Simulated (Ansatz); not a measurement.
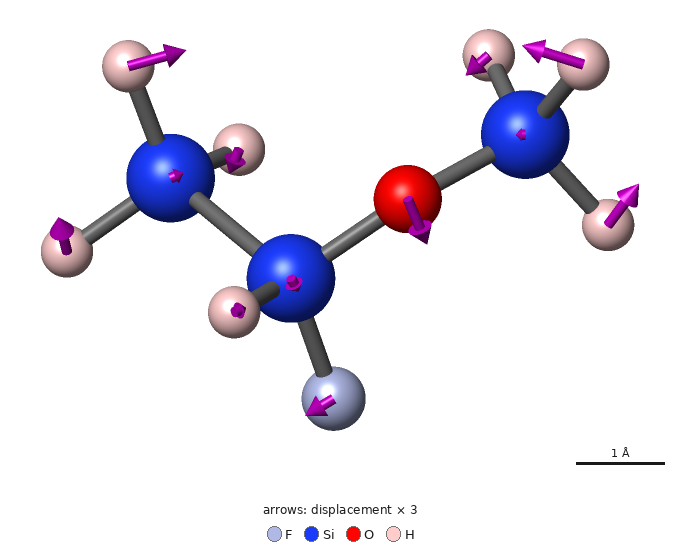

This is a relaxation of Si₃H₇OF. The starting structure is drawn; purple arrows show the displacements, 3 times their true length. The two geometries are superimposed by the best rigid fit.

A ball-and-stick model, seen from a free direction.

The start comes from PBE-D4/def2-SVP.

All numbers below come from Ansatz, RKS PBE0-D4/def2-TZVP. Settings: force threshold 0.005 eV/Å; at most 150 steps.

What did the optimiser do to the structure, and how much energy did it gain?

After 18 geometry steps the energy has fallen by 0.101 eV. The largest force component goes from 1 to 0.0047 eV/Å. The forces were under the threshold at step 15, but the run went on from there. The atom that moves furthest after the best rigid fit is an H atom (0.25 Å). Largest moves by element: H 0.25 Å, O 0.22 Å, F 0.13 Å, Si 0.07 Å. Near-neighbour distances that change, for instance: F–Si 1.642 → 1.601 Å, O–Si 1.682 → 1.640 Å, O–Si 1.664 → 1.623 Å, H–Si 1.506 → 1.487 Å. Bond angles that change, for instance: Si–O–Si 142.7° → 148.0°. Groups turn about O–Si by about 25°, O–Si by about 20°. The run took roughly 5 core-minutes on a shared host.
